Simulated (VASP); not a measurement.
Band structure of SiO₂ (space group P4_2/mnm). Computed with PBEsol GGA, VASP's PBE PAW potentials (set 64) (plane waves; VASP 6.6.1).

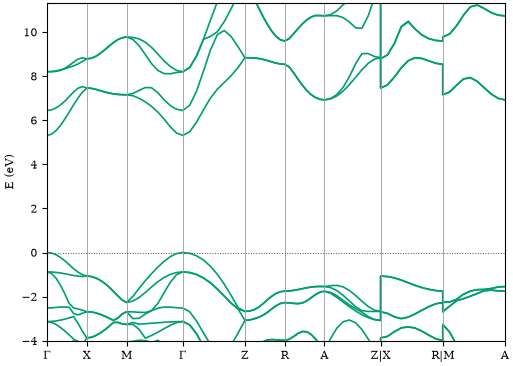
*Bands along high-symmetry lines, zero at the valence-band maximum or, without a gap, the Fermi level*

Read the plot: is there a gap, and where are the band edges?

The gap is direct, 5.31 eV, from the valence maximum at Γ to the conduction minimum at Γ. (Edges off the drawn lines would not show.)

The structure comes from a computed database's SiO2 entry (P4_2/mnm); how it stands against other phases isn't given here. It was relaxed first.
